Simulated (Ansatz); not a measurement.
# A computed series for AlNi3: pressure series

Base system: AlNi3 in the Cu3Au type structure (space group Pm-3m, No. 221; a = 3.567 Å; weakly magnetic (sensitive to the mesh)).

Cell and atoms are relaxed at each pressure.

Computed with DFT with PBE, PAW potentials and a 420 eV plane-wave cutoff in Ansatz (a first-principles code), scalar-relativistic without spin-orbit coupling.

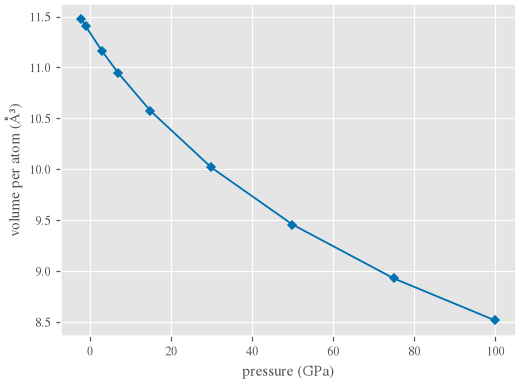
Figure. Volume against pressure

Task: Estimate the zero-pressure bulk modulus from the plot.

Result: About 180 GPa; a third-order Birch–Murnaghan fit to the points gives V₀ = 11.34 Å³/atom, B₀ = 183 GPa and B₀′ = 4.5.

Measured bulk modulus of AlNi3: 173.9 GPa (temperature not stated; as listed in Nikolai A. Zarkevich, Timothy M. Smith, John W. Lawson, Crystals (2023)); the computed value is for a static lattice, so the two differ by thermal effects too.

The magnetic state is the one reached from the starting moments; the real material's order can differ, and small cells can't hold many antiferromagnetic ones. Load acts through the strain it causes; cell and atoms are relaxed under it. No phonon test of stability was made. No other phases were tried under pressure.
